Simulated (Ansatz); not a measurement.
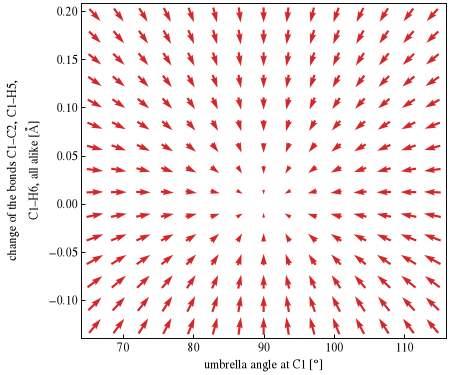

C₂H₃BrSi, SMILES C=C=[SiH]Br. Coordinates scanned: (1) umbrella angle at C1 (between each of its bonds and their common axis; 90 is planar); (2) change of the bonds C1–C2, C1–H5, C1–H6, all alike. Nothing is relaxed (all other coordinates rigid). Grid: 15 × 15 points. Points are written as (first, second). Computed with RHF/def2-TZVP in Ansatz.

Drawn: arrows along the force (downhill), their lengths compressed.

**The arrows alone are given. Where is the energy lowest?**

The arrows converge at about (90°, 0.000 Å) (read from the interpolated surface).

The energy map of the same scan:

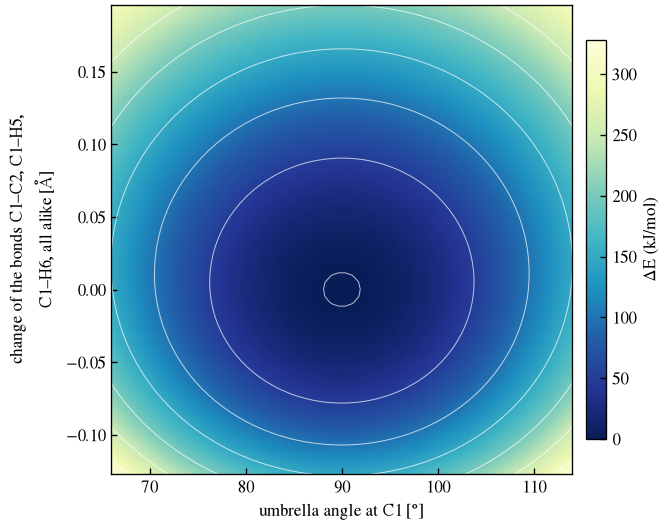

Energies are in kJ/mol, from the lowest grid point; between grid points the surface is interpolated.
